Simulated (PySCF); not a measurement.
H11N3Si4 (SMILES [SiH3]N([SiH3])[SiH]1N[SiH2]N1)

Input

```
{"job": {"kind": "nmr", "xc": "PBE0", "basis": "pcSseg-1"}, "charge": 0, "multiplicity": 1}
Si    -1.359714     1.661986     0.308694
N     -1.100086    -0.059997     0.323053
Si    -2.242382    -1.223825    -0.267958
Si     0.509294    -0.646932     0.581894
N      1.456705    -1.000872    -0.828420
Si     2.676764     0.202810    -0.541625
N      1.690547     0.604952     0.823922
H     -0.853079     2.203867     1.571928
H     -0.711882     2.311922    -0.834123
H     -2.810132     1.847189     0.229850
H     -2.002803    -1.547879    -1.679754
H     -2.091510    -2.433020     0.543060
H     -3.575051    -0.647687    -0.105854
H      0.501930    -1.706180     1.588722
H      1.310158    -1.628094    -1.595794
H      2.754757     1.257653    -1.548421
H      3.969798    -0.381859    -0.195773
H      1.867925     1.192284     1.614945
```

Command:

```sh
OMP_NUM_THREADS=1 python probes_run.py task.json out
```

Geometry: GFN2-xTB.

These are results of PBE0/pcSseg-1, SCF density, gas phase, non-relativistic in PySCF, not measurements.

### What will maps of the electron density and electron localisation function show?

Si–N (1.73 Å): ρ is about 1.1 e/Å³ halfway; the ELF peaks at about 0.90 between the atoms, as expected for a polar covalent bond.
N–H (1.00 Å): ρ is about 2.8 e/Å³ halfway; the ELF climbs to about 1 towards the hydrogen, as it does in any bond to H; an ordinary covalent bond to hydrogen.

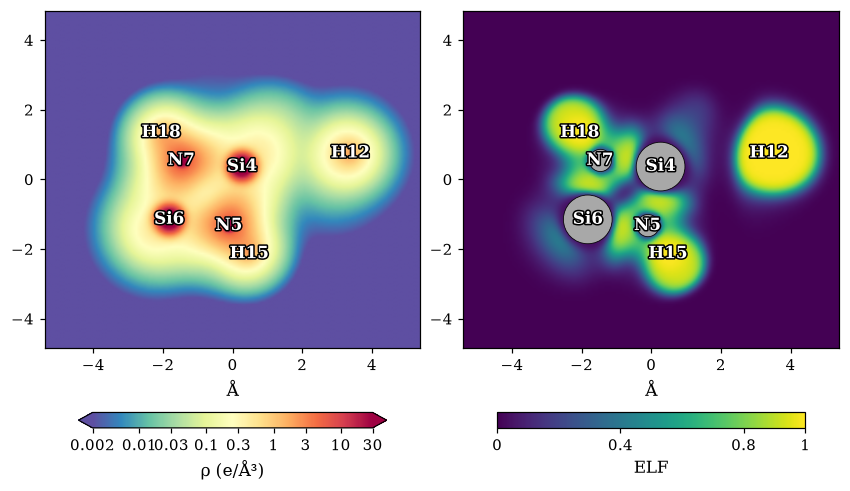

Computed electron density and electron localisation function on the plane of atoms N5, Si6 and N7, in this order. Grey discs cover the atomic cores in the ELF map. 
